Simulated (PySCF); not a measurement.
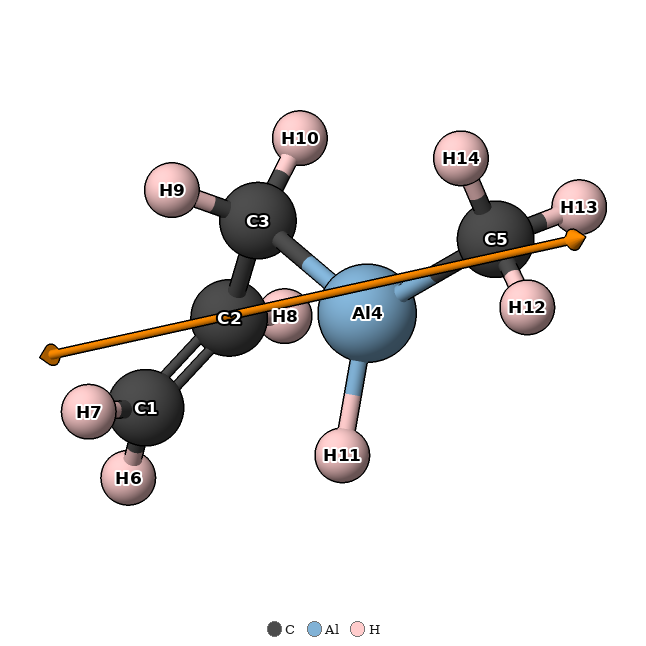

The double arrow shows the direction of the transition dipole to excited singlet state 3 (its length means nothing). Computed geometry: GFN2-xTB optimisation. No frequency run is at hand to confirm it as a minimum. Level of theory: TDDFT CAM-B3LYP/def2-SVPD, vertical, gas phase, core orbitals frozen in the response (PySCF 2.14.0).

How is the transition polarised?

Answer. Close to the long direction C1···C5.

Where does the transition lie, and how strong is it?

Answer. 5.91 eV (210 nm), oscillator strength 0.043, mainly HOMO → LUMO+1 (weight 0.85); transition dipole 1.38 D.

The geometry is semi-empirical. Around Al such bond lengths and angles can be off by a tenth of an ångström or more and by several degrees, and values that hang on the shape move with them.
